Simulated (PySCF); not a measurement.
**singlet GeNH4O+ at 6 levels**

Wanted: a comparison of 6 runs (B3LYP/def2-SVPD, BHLYP/def2-SVPD, M06-2X/def2-SVPD, PBE/def2-SVPD, wB97X/def2-SVPD, SCS-MP2/def2-SVPD) of singlet GeNH4O+. The job is set up through a Python script.

The calculation is run with PySCF 2.14.0.

1 further run of the same task is left out (set aside as unsound or not needed).

## (1) The molecule

GeNH4O+ has 7 atoms, charge +1, and is taken as a singlet. SMILES of the parent species: `[NH][GeH2][OH]`. The coordinates come from a PBE0-D4/def2-TZVP relaxation. This is one conformer, not always the lowest. That shape belongs to the parent species and isn't relaxed for this state.

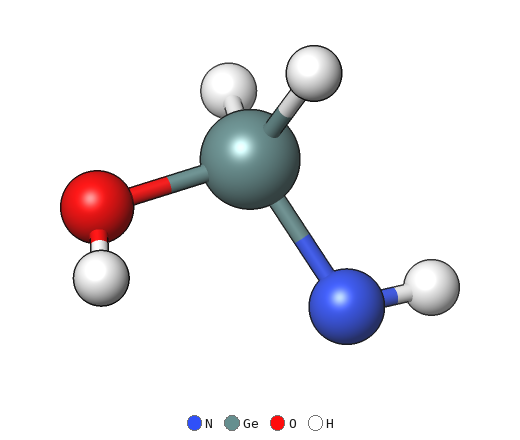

The structure, seen from a chosen angle (nitrogen blue, germanium teal, oxygen red, hydrogen white).

## (2) A single-point energy at B3LYP/def2-SVPD (run 1)

Input file input.py:

```python
from pyscf import gto, dft

mol = gto.M(
    atom='''
N       -1.180000      -0.629600      -0.704300
Ge       0.091800       0.357900       0.227300
O        1.488100      -0.708500       0.454200
H       -2.073700      -0.127300      -0.724700
H        0.468500       1.575300      -0.644200
H       -0.348300       0.758200       1.642900
H        1.614800      -1.294000      -0.296700
''',
    max_memory=1860,
    charge=1,
    basis='def2-svpd',
    verbose=3,
)

myscf = dft.RKS(mol, xc='b3lyp')
myscf.grids.level = 5
myscf.conv_tol = 1e-10
myscf.kernel()
if not myscf.converged:
    myscf = myscf.newton().run(myscf.mo_coeff, myscf.mo_occ)

e_final = myscf.e_tot
print('Final energy', e_final)
```

The run is started by

```bash
$ OMP_NUM_THREADS=1 python input.py
```

Output:

```text
converged SCF energy = -2208.62763559221
Final energy -2208.6276355922096
```

Run time: 27 s. Hardware: 1 thread of Intel Xeon at 2.70GHz, shared host; peak memory 0.61 GiB.

## (3) A single-point energy at BHLYP/def2-SVPD (run 2)

Input file calc.py:

```python
from pyscf import gto, dft

molecule = gto.Mole()
molecule.atom = '''
N     -1.180000    -0.629600    -0.704300
Ge     0.091800     0.357900     0.227300
O      1.488100    -0.708500     0.454200
H     -2.073700    -0.127300    -0.724700
H      0.468500     1.575300    -0.644200
H     -0.348300     0.758200     1.642900
H      1.614800    -1.294000    -0.296700
'''
molecule.charge = 1
molecule.basis = 'def2-svpd'
molecule.max_memory = 1860
molecule.verbose = 4
molecule.build()

calc0 = dft.RKS(molecule)
calc0.xc = 'bhandhlyp'
calc0.grids.level = 5
calc0.conv_tol = 1e-10
calc0.kernel()
if not calc0.converged:
    calc0 = calc0.newton().run(calc0.mo_coeff, calc0.mo_occ)

e_final = calc0.e_tot
print('E = %.10f Eh' % e_final)
```

The run is started by

```bash
$ OMP_NUM_THREADS=1 python calc.py
```

Output:

```text
PySCF version 2.14.0

[... 89 lines left out ...]
converged SCF energy = -2208.47610372169
E = -2208.4761037217 Eh
```

Run time: 31 s. Hardware: 1 thread of Intel Xeon at 2.70GHz, shared host; peak memory 0.61 GiB.

Runs 3 to 5 aren't shown in full; the table further down has their settings and results.

## (4) The energy at SCS-MP2/def2-SVPD (run 6)

Input file calc.py:

```python
from pyscf import gto, mp

mol = gto.M(
    atom='''
N     -2.229877    -1.189772    -1.330934
Ge     0.173477     0.676333     0.429535
O      2.812101    -1.338871     0.858314
H     -3.918725    -0.240562    -1.369485
H      0.885337     2.976886    -1.217362
H     -0.658192     1.432790     3.104631
H      3.051530    -2.445306    -0.560682
''',
    max_memory=1860,
    unit='bohr',
    basis='def2-svpd',
    charge=1,
    verbose=4,
)

calc0 = mol.RHF()
calc0.conv_tol = 1e-10
calc0.kernel()
if not calc0.converged:
    calc0 = calc0.newton().run(calc0.mo_coeff, calc0.mo_occ)

pt = mp.MP2(calc0, frozen=11).run()
energy = calc0.e_tot + 1.2 * pt.e_corr_os + pt.e_corr_ss / 3
print(f'total energy: {energy:.8f} hartree')
```

The run is started by

```bash
$ OMP_NUM_THREADS=1 python calc.py
```

Output:

```text
PySCF version 2.14.0

[... 77 lines left out ...]
converged SCF energy = -2206.2221406081
[... 1 line left out ...]
******** <class 'pyscf.mp.mp2.RMP2'> ********
nocc = 14, nmo = 102
frozen orbitals 11
E(RMP2) = -2206.78314591772  E_corr = -0.561005309619438
E(SCS-RMP2) = -2206.76767353881  E_corr = -0.545532930710914
E_corr(same-spin) = -0.147315508652782
E_corr(oppo-spin) = -0.413689800966656
total energy: -2206.76767354 hartree
```

Wall time 4.2 s (1 thread of Intel Xeon at 2.70GHz, shared host); peak memory 0.34 GiB.

## (5) All runs side by side

| run | level | integration grid | frozen core orbitals | energy (Eh) | HOMO energy (eV) | LUMO energy (eV) | HOMO–LUMO gap (eV) | wall time |
| --- | --- | --- | --- | --- | --- | --- | --- | --- |
| 1 | B3LYP/def2-SVPD | 5 | – | -2208.627636 | -14.63 | -13.19 | 1.45 | 27 s |
| 2 | BHLYP/def2-SVPD | 5 | – | -2208.476104 | -15.96 | -12.15 | 3.81 | 31 s |
| 3 | M06-2X/def2-SVPD | 5 | – | -2208.514264 | -16.06 | -12.23 | 3.83 | 51 s |
| 4 | PBE/def2-SVPD | 5 | – | -2208.134468 | -13.78 | -13.53 | 0.25 | 57 s |
| 5 | wB97X/def2-SVPD | 5 | – | -2208.574882 | -16.92 | -11.11 | 5.81 | 50 s |
| 6 | SCS-MP2/def2-SVPD | – | 11 | -2206.767674 | -18.24 | -8.82 | 9.41 | 4.2 s |

## (6) What came out

| quantity | value |
| --- | --- |
| run 6: total energy | -2206.76767 Eh |
| run 6: HOMO energy (Hartree–Fock orbitals) | -18.24 eV |
| run 6: LUMO energy (Hartree–Fock orbitals) | -8.82 eV |
| run 6: HOMO–LUMO gap (Hartree–Fock orbitals) | 9.41 eV |
| run 6: correlation energy (11 core orbitals frozen) | -545.5 mEh |

**Reading.** Over runs 1, 2, 3, 4, 5 the HOMO–LUMO gap runs from 0.25 eV (PBE/def2-SVPD) to 5.81 eV (wB97X/def2-SVPD). Totals of different functionals can't be ranked against each other. All runs together took 3.7 min, the longest 57 s.
